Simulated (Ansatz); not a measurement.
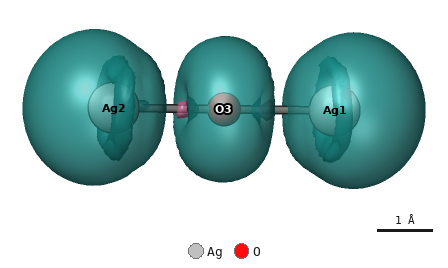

Figure. Ag2O (charge +1, quartet). Isosurfaces of the spin density (α minus β) at +0.015 (teal) and −0.015 e/Å³ (pink), seen from one side.

Geometry: r2SCAN-D4/def2-TZVP; core potentials replace the inner electrons of Ag.

Method: UKS PBE0-D4/def2-TZVP (Ansatz 0.2.0).

```yaml
atoms:
  - { symbol: Ag, position_ang: [0.5791, -0.4810, 1.9236] }
  - { symbol: Ag, position_ang: [-0.5760, 0.4818, -1.9243] }
  - { symbol: O, position_ang: [-0.0031, -0.0008, 0.0007] }
```

Question: Which atoms carry the spin?

Answer: The unpaired spin (3 electrons) lies mostly on O3 (about 1.6), Ag1 (about 0.7) and Ag2 (about 0.7), in electrons by Hirshfeld's partition.
